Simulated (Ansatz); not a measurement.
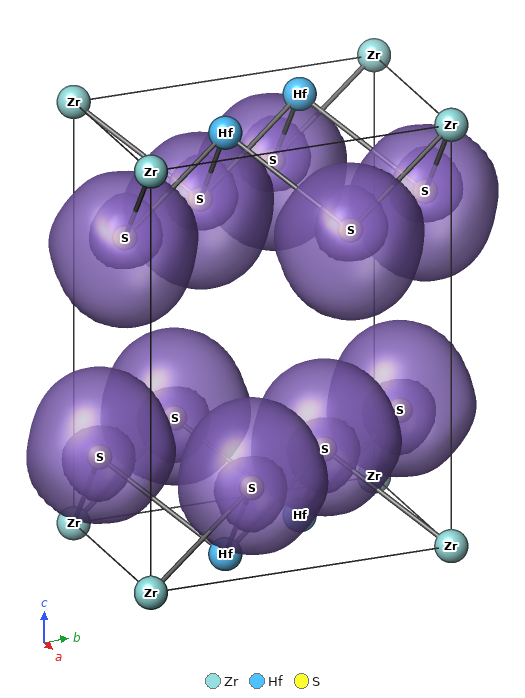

The picture shows: Hf2ZrS6. Isosurface of the ELF at 0.75 (purple), seen slightly off an axis. Only the valence region is drawn (cores and ρ < 0.01 e/Å³ removed). Sticks mark near contacts.

Space group P-31m; a structure generated by program, which may or may not match a known phase.

Level of theory: DFT PBE, scalar-relativistic, plane waves, PAW (Ansatz).

In a PAW calculation such maps are meaningful between the atoms, not at the nuclei.

Question: Where are the electrons localised?

Answer: At this value the surface marks out six regions wrapped around S (the valence shell of each), counted in one cell of 9 atoms. Regions shared between cells count once.

Values along the shortest contacts:
Hf–S (2.56 Å): the ELF peaks at about 0.85 in the valence shell of S, 0.8 Å from its nucleus, and is about 0.40 at the midpoint. Zr–S (2.57 Å): the ELF peaks at about 0.85 in the valence shell of S, 0.8 Å from its nucleus, and is about 0.40 at the midpoint.
